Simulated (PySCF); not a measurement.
```xyz
22

C    -3.0505    0.1343    1.2374
C    -2.5150   -0.2127   -0.1444
C    -1.2792    0.6108   -0.4917
P     0.1664    0.2442    0.6397
C     0.7832   -1.2603   -0.1666
C     2.0714   -1.4435   -0.4188
C     3.1212   -0.4125   -0.1234
C     2.6186    0.9784   -0.3801
C     1.3735    1.3584   -0.1301
H    -3.9026   -0.4917    1.4918
H    -3.3627    1.1758    1.2745
H    -2.2729   -0.0178    1.9843
H    -2.2694   -1.2768   -0.1804
H    -3.2893   -0.0295   -0.8952
H    -0.9700    0.4303   -1.5255
H    -1.5044    1.6757   -0.3803
H     0.0512   -2.0266   -0.3848
H     2.4195   -2.3574   -0.8825
H     4.0130   -0.6036   -0.7238
H     3.4146   -0.4954    0.9302
H     3.3317    1.6685   -0.8124
H     1.0414    2.3709   -0.3195
```

Geometry: GFN2-xTB.

Theory: PBE0/pcSseg-1, SCF density, gas phase, non-relativistic (PySCF 2.14.0).

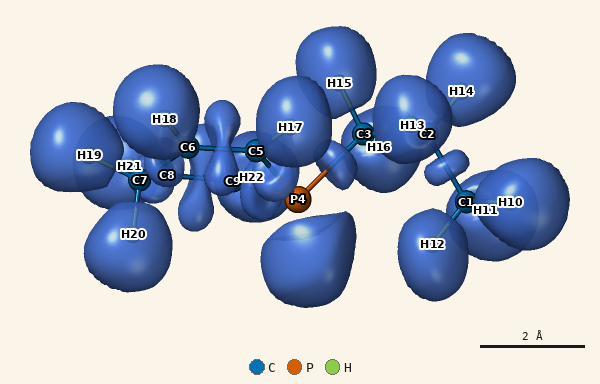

C8H13P. Isosurface of the ELF at 0.8 (blue), seen from one side. Core shells and regions of very low density are left out.

**Describe the localisation domains.**

The surface consists of six regions between bonded C–C atoms (shared pairs), three regions between bonded C–P atoms (shared pairs), 13 regions around hydrogen nuclei and one lobe on P, pointing away from the bonds (lone pairs).

Values along the shortest contacts:
C–C (1.33 Å): the ELF peaks at about 0.95 between the atoms; a short, multiple covalent bond. C–P (1.81 Å): the ELF peaks at about 0.95 between the atoms: localised, covalent bonding.
